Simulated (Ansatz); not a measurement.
# BH3OS2: rotation by 180° about the S1–B2 bond

Wanted: the energy profile along the rotation by 180° about the S1–B2 bond, from relaxed end points and a band of images. SMILES of the start: SBOS.

Method: RKS PBE-D4/def2-SVP, in Ansatz 0.2.0.

### Step 1. The starting structure

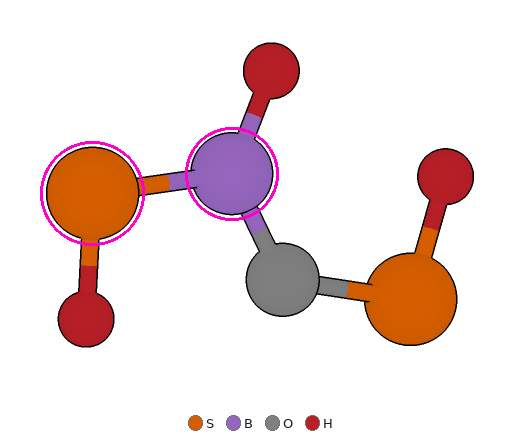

Start, viewed from a chosen angle; sulfur orange, boron purple, oxygen grey, hydrogen red. Ringed: S1, B2.

As a file:

```xyz
7

S    -1.3119    1.5982    0.6783
B     0.0478    0.4919    0.3265
O    -0.2412   -0.5629   -0.4319
S     0.7441   -1.7964   -0.9603
H    -2.2447    0.9344    0.0058
H     1.1091    0.7344    0.7666
H     1.8969   -1.3995   -0.3850
```

### Step 2. Relaxing end A

input.yaml reads:

```yaml
crystal:
  periodic: [false, false, false]
  atoms:
    - { symbol: S, position_ang: [-1.31191, 1.59818, 0.67828] }
    - { symbol: B, position_ang: [0.04778, 0.49187, 0.3265] }
    - { symbol: O, position_ang: [-0.24121, -0.56292, -0.43192] }
    - { symbol: S, position_ang: [0.74408, -1.79637, -0.96031] }
    - { symbol: H, position_ang: [-2.24465, 0.93435, 0.0058] }
    - { symbol: H, position_ang: [1.10905, 0.73442, 0.76663] }
    - { symbol: H, position_ang: [1.89687, -1.39953, -0.38498] }
basis:
  gaussian: { orbitals: def2-SVP }
hamiltonian:
  xc: pbe
  dispersion: d4
relax:
  f_tol: 0.015
  max_steps: 40
```

Command:

```bash
ansatz run input.yaml --threads 1 --pin off --max-ram 2048MiB --backend cpu --events-out ev --progress --plain --runs-dir out
```

What it wrote (excerpt; [...] marks lines left out):

```text
Warning: RAYON_NUM_THREADS=1 ignored (pool sized by the plan → 1); use --threads N
[...]
Functional definition: PBE
[...]
881 factors; their error is unknown
[...]
mean field -24422.14268602 eV, -897.4971897883 hartree, gradient 3.6e-5 eV, S^2 0.000000; 0 other end points of the search recorded, 0 dependent functions left out
[...]
reference -24422.14271349 eV, -897.4971907979 hartree; 24, 24 occupied and 55, 55 virtual orbitals, 881 factors
relax step   1: F+E_penalty+E_count = -24422.29131446 eV  Δ(F+E_penalty+E_count) = +0.000e0 eV  max|allowed force component| = 1.106e0 eV/Å  Δτ_max = 0.0000 Å  (26 SCF iters, accepted)
[...]
relax step   6: F+E_penalty+E_count = -24422.42175367 eV  Δ(F+E_penalty+E_count) = -1.001e-4 eV  max|allowed force component| = 3.058e-2 eV/Å  Δτ_max = 0.0034 Å  (30 SCF iters, accepted)
[...]
relax step   7: F+E_penalty+E_count = -24422.42177713 eV  Δ(F+E_penalty+E_count) = -2.346e-5 eV  max|allowed force component| = 3.594e-3 eV/Å  Δτ_max = 0.0018 Å  (21 SCF iters, accepted)
881 factors; their error is unknown
[...]
mean field -24422.27470322 eV, -897.5020413308 hartree, gradient 6.4e-5 eV, S^2 0.000000; 1 other end points of the search recorded, 0 dependent functions left out
[...]
reference -24422.27473076 eV, -897.5020423432 hartree; 24, 24 occupied and 55, 55 virtual orbitals, 881 factors
Total energy: -24422.42180468 eV, -897.5074472099 hartree
Atom 0 at    -1.282083     1.642518     0.713360 Å, force    -0.001061    -0.000141     0.001245 eV/Å
Atom 1 at     0.005985     0.447710     0.289884 Å, force     0.001195    -0.002765    -0.001701 eV/Å
Atom 2 at    -0.313406    -0.626820    -0.486801 Å, force    -0.003594     0.001547    -0.000501 eV/Å
Atom 3 at     0.825828    -1.823593    -0.953611 Å, force     0.000276     0.002013     0.002178 eV/Å
Atom 4 at    -2.285041     1.009533     0.039038 Å, force     0.000295     0.000047    -0.000800 eV/Å
Atom 5 at     1.130260     0.643361     0.716801 Å, force     0.001018     0.001033     0.000188 eV/Å
Atom 6 at     1.918467    -1.292708    -0.318672 Å, force     0.001872    -0.001734    -0.000609 eV/Å
Dipole moment:     0.181912    -0.139017    -0.040676 e Å
```

It took 35 s on 1 thread of Intel Xeon at 2.50GHz (Skylake/Cascade Lake), shared host; peak memory 0.15 GiB.

Step by step:

| step | energy from step 1 (eV) | largest force component (eV/Å) |
| --- | --- | --- |
| 1 | 0.0000 | 1.1065 |
| 2 | -0.0962 | 0.6080 |
| 3 | -0.1238 | 0.2845 |
| 4 | -0.1287 | 0.1063 |
| 5 | -0.1303 | 0.0356 |
| 6 | -0.1304 | 0.0306 |
| 7 | -0.1305 | 0.0036 |

Step 1 is the start.

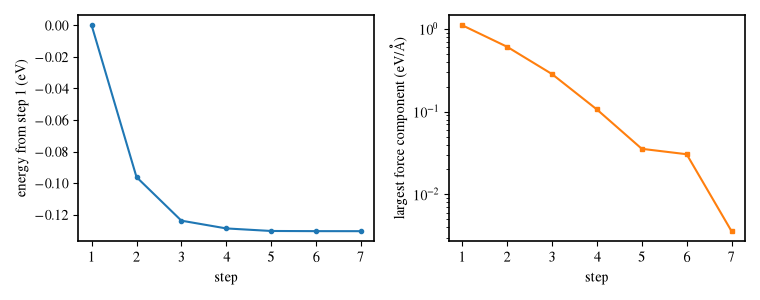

Energy and largest force along the relaxation.

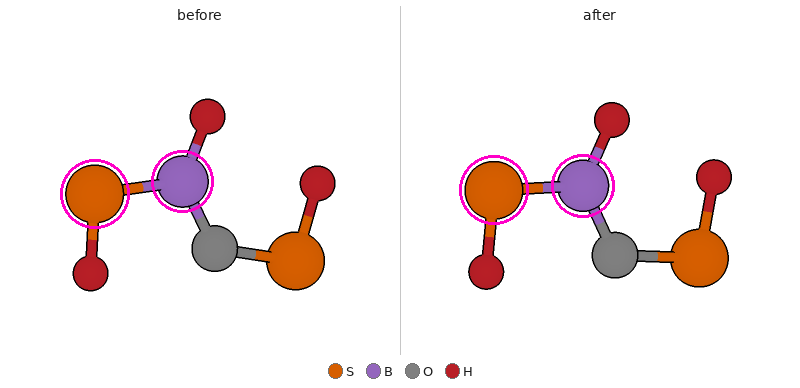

The structure before (left) and after (right), drawn at the same scale.

After: Bond lengths: S1–B2 1.807 Å, B2–O3 1.364 Å, O3–S4 1.717 Å, S1–H5 1.364 Å, B2–H6 1.218 Å, S4–H7 1.371 Å. Angles: S1–B2–O3 119.2°, S1–B2–H6 118.0°, O3–B2–H6 122.8°, B2–S1–H5 95.8°, B2–O3–S4 123.3°, O3–S4–H7 97.6°.

### Step 3. Relaxing end B

The second end starts from a geometry with the move made by hand.

input.yaml reads:

```yaml
crystal:
  periodic: [false, false, false]
  atoms:
    - { symbol: S, position_ang: [-1.31191, 1.59818, 0.67828] }
    - { symbol: B, position_ang: [0.04778, 0.49187, 0.3265] }
    - { symbol: O, position_ang: [1.22222, 0.82621, 0.85583] }
    - { symbol: S, position_ang: [2.69574, 0.05906, 0.74808] }
    - { symbol: H, position_ang: [-2.24465, 0.93435, 0.0058] }
    - { symbol: H, position_ang: [-0.14586, -0.45663, -0.3381] }
    - { symbol: H, position_ang: [2.33077, -0.97879, -0.03107] }
basis:
  gaussian: { orbitals: def2-SVP }
hamiltonian:
  xc: pbe
  dispersion: d4
relax:
  f_tol: 0.015
  max_steps: 40
output:
  orbitals: {}
```

Command:

```bash
ansatz run input.yaml --threads 1 --pin off --max-ram 2048MiB --backend cpu --events-out ev --progress --plain --runs-dir out
```

What it wrote (excerpt; [...] marks lines left out):

```text
Warning: RAYON_NUM_THREADS=1 ignored (pool sized by the plan → 1); use --threads N
[...]
Functional definition: PBE
[...]
881 factors; their error is unknown
[...]
mean field -24422.11465289 eV, -897.4961595898 hartree, gradient 1.8e-5 eV, S^2 0.000000; 0 other end points of the search recorded, 0 dependent functions left out
[...]
reference -24422.11468056 eV, -897.4961606068 hartree; 24, 24 occupied and 55, 55 virtual orbitals, 881 factors
relax step   1: F+E_penalty+E_count = -24422.26195591 eV  Δ(F+E_penalty+E_count) = +0.000e0 eV  max|allowed force component| = 1.042e0 eV/Å  Δτ_max = 0.0000 Å  (27 SCF iters, accepted)
[...]
relax step   7: F+E_penalty+E_count = -24422.37926411 eV  Δ(F+E_penalty+E_count) = -6.785e-5 eV  max|allowed force component| = 1.524e-2 eV/Å  Δτ_max = 0.0076 Å  (30 SCF iters, accepted)
[...]
mean field -24422.23259895 eV, -897.5004940275 hartree, gradient 1.1e-5 eV, S^2 0.000000; 1 other end points of the search recorded, 0 dependent functions left out
[...]
reference -24422.23262657 eV, -897.5004950427 hartree; 24, 24 occupied and 55, 55 virtual orbitals, 881 factors
Total energy: -24422.37932654 eV, -897.5058861670 hartree
Atom 0 at    -1.347283     1.619852     0.688405 Å, force    -0.000253    -0.000358    -0.000364 eV/Å
Atom 1 at     0.062817     0.528625     0.352505 Å, force     0.000053     0.000503     0.000585 eV/Å
Atom 2 at     1.249660     0.901151     0.909107 Å, force    -0.000315    -0.000388    -0.000220 eV/Å
Atom 3 at     2.701950     0.017953     0.720197 Å, force     0.000522    -0.000077    -0.000058 eV/Å
Atom 4 at    -2.228127     0.872572    -0.030409 Å, force    -0.000004     0.000319     0.000015 eV/Å
Atom 5 at    -0.048302    -0.475714    -0.329764 Å, force    -0.000001    -0.000104     0.000098 eV/Å
Atom 6 at     2.203374    -0.990188    -0.064721 Å, force    -0.000002     0.000104    -0.000056 eV/Å
Dipole moment:    -0.026985    -0.385720    -0.257455 e Å
```

Wall time 39 s (1 thread of Intel Xeon at 2.50GHz (Skylake/Cascade Lake), shared host); peak memory 0.15 GiB.

The steps of the relaxation:

| step | energy from step 1 (eV) | largest force component (eV/Å) |
| --- | --- | --- |
| 1 | 0.0000 | 1.0425 |
| 2 | -0.0856 | 0.5343 |
| 3 | -0.1120 | 0.2011 |
| 4 | -0.1159 | 0.0882 |
| 5 | -0.1172 | 0.0456 |
| 6 | -0.1172 | 0.0502 |
| 7 | -0.1173 | 0.0152 |
| 8 | -0.1173 | 0.0006 |

Step 1 is the start.

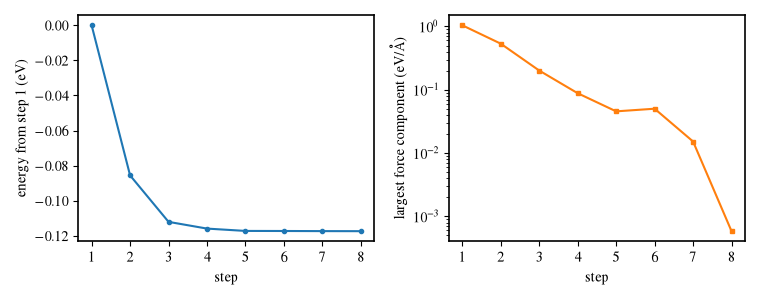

How energy and force went from step to step.

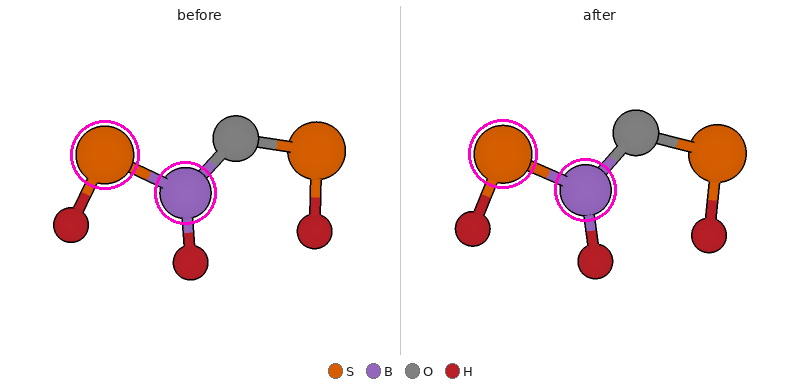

Before and after, at one scale.

After: Bond lengths: S1–B2 1.814 Å, B2–O3 1.363 Å, O3–S4 1.710 Å, S1–H5 1.361 Å, B2–H6 1.219 Å, S4–H7 1.372 Å. Angles: S1–B2–O3 115.9°, S1–B2–H6 121.9°, O3–B2–H6 122.2°, B2–S1–H5 94.3°, B2–O3–S4 123.6°, O3–S4–H7 97.7°.

### Step 4. Nudged elastic band

crystal.atoms is end A as relaxed above, and neb.final_atoms is end B, turned to lie on A. With 5 inner images the band has 7 in all. The start path is listed, through a guess of the saddle.

input.yaml reads:

```yaml
crystal:
  periodic: [false, false, false]
  atoms:
    - { symbol: S, position_ang: [-1.282083, 1.642518, 0.71336] }
    - { symbol: B, position_ang: [0.005985, 0.44771, 0.289884] }
    - { symbol: O, position_ang: [-0.313406, -0.62682, -0.486801] }
    - { symbol: S, position_ang: [0.825828, -1.823593, -0.953611] }
    - { symbol: H, position_ang: [-2.285041, 1.009533, 0.039038] }
    - { symbol: H, position_ang: [1.13026, 0.643361, 0.716801] }
    - { symbol: H, position_ang: [1.918467, -1.292708, -0.318672] }
basis:
  gaussian: { orbitals: def2-SVP }
hamiltonian:
  xc: pbe
  dispersion: d4
neb:
  order_check: false
  images: 5
  f_tol: 0.05
  max_iterations: 60
  final_atoms:
    - { symbol: S, position_ang: [-1.88971784, 1.04464946, 0.16624282] }
    - { symbol: B, position_ang: [-0.28521665, 0.20477074, 0.05593943] }
    - { symbol: O, position_ang: [-0.26351667, -0.94342355, -0.67778852] }
    - { symbol: S, position_ang: [1.1411514, -1.89062746, -0.91142134] }
    - { symbol: H, position_ang: [-1.42131967, 2.05778948, 0.94416155] }
    - { symbol: H, position_ang: [0.71055895, 0.64367495, 0.60578421] }
    - { symbol: H, position_ang: [2.00807048, -1.11683262, -0.18291917] }
  initial_path:
    images:
      - { positions_ang: [[-1.282083, 1.642518, 0.71336], [0.005985, 0.44771, 0.289884], [-0.313406, -0.62682, -0.486801], [0.825828, -1.823593, -0.953611], [-2.285041, 1.009533, 0.039038], [1.13026, 0.643361, 0.716801], [1.918467, -1.292708, -0.318672]] }
      - { positions_ang: [[-1.30867681, 1.6491955, 0.49531446], [-0.00427604, 0.45727326, 0.2268539], [-0.23680863, -0.58421693, -0.59212169], [0.87015691, -1.80565741, -0.99142985], [-2.24643189, 1.01726232, 0.32750816], [1.02866353, 0.62994154, 0.77809421], [1.89738293, -1.36379728, -0.24422018]] }
      - { positions_ang: [[-1.33527062, 1.655873, 0.27726893], [-0.01453708, 0.46683653, 0.16382379], [-0.16021126, -0.54161386, -0.69744239], [0.91448582, -1.78772182, -1.02924869], [-2.20782279, 1.02499163, 0.61597832], [0.92706706, 0.61652207, 0.83938741], [1.87629886, -1.43488655, -0.16976836]] }
      - { positions_ang: [[-1.36186442, 1.6625505, 0.05922339], [-0.02479812, 0.47639979, 0.10079369], [-0.08361389, -0.49901078, -0.80276308], [0.95881473, -1.76978624, -1.06706754], [-2.16921368, 1.03272095, 0.90444848], [0.82547059, 0.60310261, 0.90068062], [1.8552148, -1.50597583, -0.09531655]] }
      - { positions_ang: [[-1.53781556, 1.45658348, 0.09489654], [-0.1116043, 0.38585677, 0.08584227], [-0.14358148, -0.64714837, -0.7611049], [1.01959362, -1.81006665, -1.01518547], [-1.91991568, 1.37441046, 0.91768617], [0.78716671, 0.61662673, 0.80238181], [1.90616669, -1.37626142, -0.12451742]] }
      - { positions_ang: [[-1.7137667, 1.25061647, 0.13056968], [-0.19841047, 0.29531376, 0.07089085], [-0.20354908, -0.79528596, -0.71944671], [1.08037251, -1.85034706, -0.96330341], [-1.67061767, 1.71609997, 0.93092386], [0.74886283, 0.63015084, 0.70408301], [1.95711859, -1.24654702, -0.15371829]] }
      - { positions_ang: [[-1.88971784, 1.04464946, 0.16624282], [-0.28521665, 0.20477074, 0.05593943], [-0.26351667, -0.94342355, -0.67778852], [1.1411514, -1.89062746, -0.91142134], [-1.42131967, 2.05778948, 0.94416155], [0.71055895, 0.64367495, 0.60578421], [2.00807048, -1.11683262, -0.18291917]] }
```

Command:

```bash
ansatz run input.yaml --threads 1 --pin off --max-ram 2048MiB --backend cpu --events-out ev --progress --plain --runs-dir out
```

What it wrote (excerpt; [...] marks lines left out):

```text
Warning: RAYON_NUM_THREADS=1 ignored (pool sized by the plan → 1); use --threads N
[...]
Functional definition: PBE
[...]
881 factors; their error is unknown
[...]
mean field -24422.27470313 eV, -897.5020413278 hartree, gradient 2.9e-5 eV, S^2 0.000000; 0 other end points of the search recorded, 0 dependent functions left out
[...]
reference -24422.27473068 eV, -897.5020423403 hartree; 24, 24 occupied and 55, 55 virtual orbitals, 881 factors
881 factors; their error is unknown
[...]
mean field -24422.23260035 eV, -897.5004940792 hartree, gradient 3.4e-5 eV, S^2 0.000000; 0 other end points of the search recorded, 0 dependent functions left out
[...]
reference -24422.23262797 eV, -897.5004950942 hartree; 24, 24 occupied and 55, 55 virtual orbitals, 881 factors
NEB end point (image 0): max|allowed force component| = 3.586e-3 eV/Å (the criterion of neb.relax_end_points is 1.000e-2)
[...]
NEB iter   8: max|band force component| = 1.963e-2 eV/Å  barrier→ = 0.4709 eV  barrier← = 0.4284 eV  CI = image 3  Δτ_max = 0.0000 Å  (284 SCF iters)
Total energy: -24421.95093876 eV, -897.4901432066 hartree
Atom 0 at    -1.382057     1.749992     0.070483 Å, force    -0.001598    -0.009189     0.002797 eV/Å
Atom 1 at    -0.046885     0.459372     0.080688 Å, force    -0.000347     0.009655     0.006053 eV/Å
Atom 2 at    -0.147522    -0.508295    -0.860557 Å, force    -0.001684     0.000050    -0.003285 eV/Å
Atom 3 at     0.997052    -1.790614    -1.036565 Å, force     0.003988    -0.000207     0.003961 eV/Å
Atom 4 at    -2.159114     1.015887     0.916829 Å, force     0.003902     0.003496    -0.003802 eV/Å
Atom 5 at     0.895868     0.476195     0.858107 Å, force    -0.000627    -0.002158    -0.002510 eV/Å
Atom 6 at     1.842669    -1.402535    -0.028986 Å, force    -0.003634    -0.001646    -0.003215 eV/Å
Dipole moment:     0.238979    -0.273347     0.252013 e Å
this run last wrote the band of iteration 8 to <dir>
```

Wall time 2.9 min (1 thread of Intel Xeon at 2.50GHz (Skylake/Cascade Lake), shared host); peak memory 0.15 GiB.

### Step 5. What the band shows

The 5 inner images lie between the fixed ends 0 and 6. Energy is taken from image 0, and the path length is the program's own coordinate along the band.

| image | path (Å) | energy (eV) | dihedral H5–S1–B2–O3 (°) | band force (eV/Å) |
| --- | --- | --- | --- | --- |
| 0 | 0.000 | 0.0000 | 0 | - |
| 1 | 0.485 | 0.0726 | 21 | 0.007 |
| 2 | 0.970 | 0.3349 | 56 | 0.012 |
| 3* | 1.455 | 0.4709 | 89 | 0.010 |
| 4 | 1.955 | 0.3518 | 121 | 0.020 |
| 5 | 2.455 | 0.1401 | 151 | 0.017 |
| 6 | 2.955 | 0.0425 | -180 | - |

The star marks the climbing image.

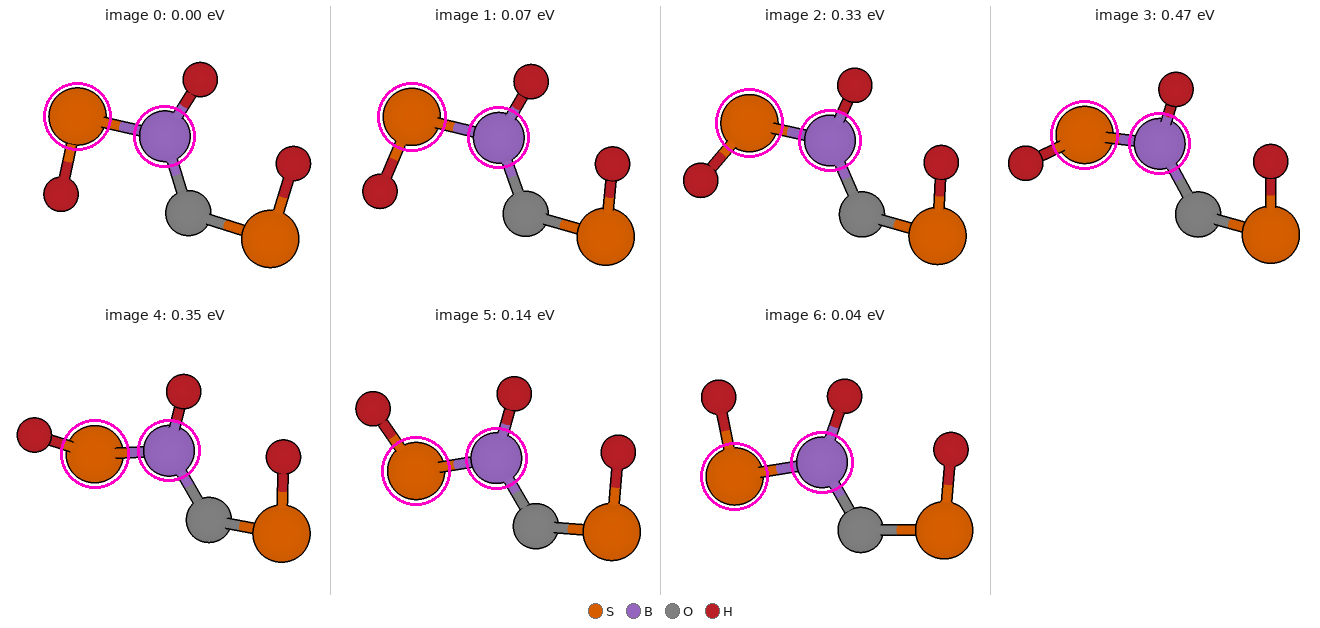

The images of the last band, seen from a free direction. Ringed: S1, B2. Sticks join atoms closer than a bonding distance in each image.

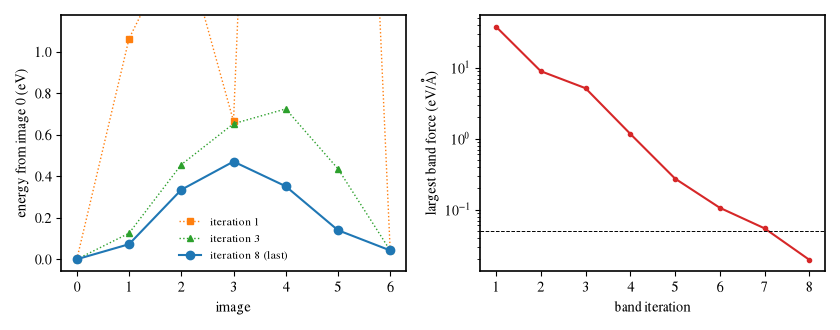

Left: energy of each image for early iterations and the last one (lines only join the points; early values far above the last band run off the scale). Right: the largest band force by iteration, with the threshold dashed.

How the highest energy settled:

| iteration | highest image above image 0 (eV) | largest band force (eV/Å) |
| --- | --- | --- |
| 1 | 6.7454 | 37.845 |
| 2 | 1.2337 | 8.927 |
| 3 | 0.7246 | 5.139 |
| 4 | 0.4808 | 1.169 |
| 5 | 0.4739 | 0.274 |
| 6 | 0.4720 | 0.106 |
| 7 | 0.4709 | 0.054 |
| 8 | 0.4709 | 0.020 |

Positions of all images (Å):

```xyz
7
image=0 dE=0.0000
S    -1.282    1.643    0.713
B     0.006    0.448    0.290
O    -0.313   -0.627   -0.487
S     0.826   -1.824   -0.954
H    -2.285    1.010    0.039
H     1.130    0.643    0.717
H     1.918   -1.293   -0.319
7
image=1 dE=0.0726
S    -1.262    1.699    0.605
B     0.015    0.484    0.181
O    -0.266   -0.557   -0.653
S     0.899   -1.768   -1.027
H    -2.336    0.918    0.309
H     1.116    0.635    0.676
H     1.834   -1.410   -0.091
7
image=2 dE=0.3349
S    -1.293    1.780    0.326
B    -0.006    0.479    0.121
O    -0.212   -0.528   -0.765
S     0.940   -1.788   -1.020
H    -2.291    0.909    0.633
H     1.027    0.548    0.762
H     1.835   -1.401   -0.056
7
image=3 dE=0.4709
S    -1.382    1.750    0.070
B    -0.047    0.459    0.081
O    -0.148   -0.508   -0.861
S     0.997   -1.791   -1.037
H    -2.159    1.016    0.917
H     0.896    0.476    0.858
H     1.843   -1.403   -0.029
7
image=4 dE=0.3518
S    -1.561    1.550   -0.111
B    -0.126    0.401    0.012
O    -0.160   -0.635   -0.862
S     1.047   -1.852   -0.972
H    -1.917    1.325    1.185
H     0.808    0.545    0.788
H     1.909   -1.334   -0.040
7
image=5 dE=0.1401
S    -1.771    1.260   -0.062
B    -0.219    0.305   -0.007
O    -0.208   -0.806   -0.791
S     1.096   -1.905   -0.899
H    -1.628    1.737    1.203
H     0.746    0.632    0.665
H     1.984   -1.223   -0.109
7
image=6 dE=0.0425
S    -1.890    1.045    0.166
B    -0.285    0.205    0.056
O    -0.264   -0.943   -0.678
S     1.141   -1.891   -0.911
H    -1.421    2.058    0.944
H     0.711    0.644    0.606
H     2.008   -1.117   -0.183
```

(Part 1 of 2 ends here.)
